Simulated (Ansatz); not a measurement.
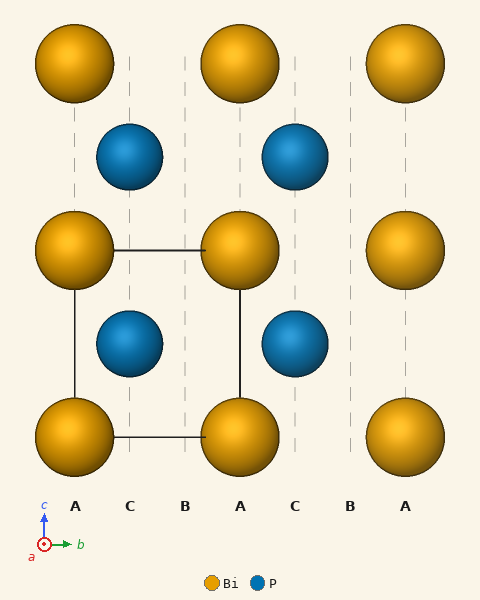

The picture looks along a close-packed row of the hexagonal mesh; c points upwards. The dashed lines mark the three columns A (0, 0), B (1/3, 2/3) and C (2/3, 1/3). The sequence starts with the first layer at or above the cell's origin.

BiP: coordinates from a relaxation at fixed volume with Ansatz, DFT PBEsol, scalar-relativistic, plane waves, PAW; the starting structure was generated, so it need not be a known form of this composition.

Give the sequence of layers in one repeat, with element and column.

Answer. Bi(A) – P(C) (two layers in 3.73 Å).
